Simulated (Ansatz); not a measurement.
**BClGeH₆Si: one species, many methods**

How much do the methods differ for BClGeH₆Si? The plan is to run it at one geometry with functionals of several rungs and with coupled cluster. The yardstick is the atomisation energy at the CCSD(T) limit.

Computed with Ansatz 0.2.0, Gaussian basis. Level: functionals in def2-TZVPP, the program's frozen cores in correlated methods.

The runs, in order: LDA (SPW92), PBE-D4, revPBE-D4, BLYP-D4, r2SCAN-D4, B97M-V, PBE0-D4, B3LYP-D4, r2SCANh-D4, r2SCAN0-D4, HSE06-D4, BHLYP-D4, CAM-B3LYP-D4, LC-ωPBE, ωB97X-V, ωB97M-V, B2PLYP, PBE-QIDH; CCSD(T)/def2-SVP; CCSD(T)/def2-TZVPP; MP2/def2-QZVPP; extrapolation to the limit; RPA on PBE.

**1. The relaxed structure**

The geometry comes from an earlier relaxation with PBE0-D4 in a triple-zeta def2 set; it is a stationary point, not always the lowest conformer.

SMILES `[SiH3][BH][GeH2][Cl]`, 10 atoms, charge 0, spin multiplicity 1.

Atoms are counted from 1 here; the program's logs count them from 0.

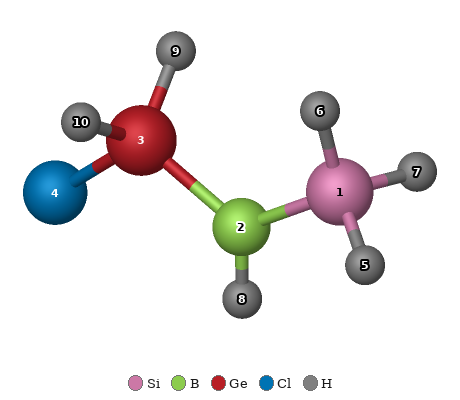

The structure; silicon pink, boron green, germanium red, chlorine blue, hydrogen grey; atoms are numbered from 1 in the order of the file.

**2. LDA**

This LDA is Slater exchange with PW92 correlation.

Contents of in.yaml:

```yaml
crystal:
  periodic: [false, false, false]
  atoms:
    - {symbol: Si, position_ang: [-0.796340, 1.640380, 0.197487]}
    - {symbol: B, position_ang: [-0.162207, 0.002242, -0.773838]}
    - {symbol: Ge, position_ang: [0.875930, -1.478943, 0.193280]}
    - {symbol: Cl, position_ang: [1.199929, -3.212019, -1.069773]}
    - {symbol: H, position_ang: [-0.644252, 2.873202, -0.621868]}
    - {symbol: H, position_ang: [-0.136981, 1.850296, 1.514436]}
    - {symbol: H, position_ang: [-2.252316, 1.409332, 0.438792]}
    - {symbol: H, position_ang: [-0.422920, -0.135937, -1.930747]}
    - {symbol: H, position_ang: [0.145040, -2.004176, 1.442139]}
    - {symbol: H, position_ang: [2.277314, -0.995478, 0.612990]}
basis:
  gaussian: {orbitals: def2-TZVPP}
hamiltonian: {xc: lda}
output: {orbitals: {seedname: orbitals}}
```

Started as:

```bash
> ansatz run in.yaml --threads 4 --pin off --events-out ev --progress --plain --max-ram 10444MiB
```

The runs that follow: PBE-D4 (GGA); revPBE-D4 (GGA); BLYP-D4 (GGA); r2SCAN-D4 (meta-GGA); B97M-V (meta-GGA); PBE0-D4 (hybrid); B3LYP-D4 (hybrid); r2SCANh-D4 (hybrid); r2SCAN0-D4 (hybrid); HSE06-D4 (hybrid); BHLYP-D4 (hybrid); CAM-B3LYP-D4 (range-separated); LC-ωPBE (range-separated); ωB97X-V (range-separated); ωB97M-V (range-separated); B2PLYP (double hybrid); PBE-QIDH (double hybrid); CCSD(T) in def2-SVP; CCSD(T) in def2-TZVPP; MP2 in def2-QZVPP; RPA on PBE orbitals.

**Question.** What will the summary of the whole plan be? Wanted: atomisation energy, CCSD(T)/CBS; farthest beyond LDA; mean size of error, GGA; mean size of error, meta-GGA; mean size of error, hybrid; mean size of error, range-separated; mean size of error, double hybrid; gap, smallest and largest; T1 diagnostic.

The runs gave:

```
                               quantity                                                                                                             value
        atomisation energy, CCSD(T)/CBS                                                                                                     2857.5 kJ/mol
 functionals within 28.6 kJ/mol (1.0 %)  PBE-D4, r2SCAN-D4, PBE0-D4, B3LYP-D4, r2SCANh-D4, r2SCAN0-D4, HSE06-D4, CAM-B3LYP-D4, ωB97X-V, ωB97M-V, PBE-QIDH
                    farthest beyond LDA                                                                                          revPBE-D4 (-64.1 kJ/mol)
                mean size of error, GGA                                                                                                       42.4 kJ/mol
           mean size of error, meta-GGA                                                                                                       31.2 kJ/mol
             mean size of error, hybrid                                                                                                       15.9 kJ/mol
    mean size of error, range-separated                                                                                                       17.1 kJ/mol
      mean size of error, double hybrid                                                                                                       32.4 kJ/mol
              gap, smallest and largest                                                                          2.54 eV (LDA (SPW92)), 9.77 eV (LC-ωPBE)
                          T1 diagnostic                                                                                                            0.0120
triples share of the correlation energy                                                                                                             3.6 %
```

The LDA atomisation energy is off by 326.2 kJ/mol (11 %): it overbinds. PBE-D4 misses by -14.4 kJ/mol. Double hybrids carry the basis error of their MP2 part in triple zeta, and no dispersion term here, so their miss is partly the set-up's. The rungs hybrid, range-separated miss on average by less than the doubt on the reference (28.6 kJ/mol), so they tie. Misses under about 28.6 kJ/mol are within the doubt on the reference itself, which lacks core-valence correlation, relativity and higher excitations, and its outer-core shells are covered unevenly. Hartree-Fock recovers 77 % of the binding; the rest is correlation. CCSD(T) in def2-SVP is off by -184.0 kJ/mol, worse than the median functional, from the basis alone. Orbital gaps span 2.5 to 9.8 eV; exact exchange widens them. Correlated methods include outer-core shells of Ge, which these sets cover unevenly.
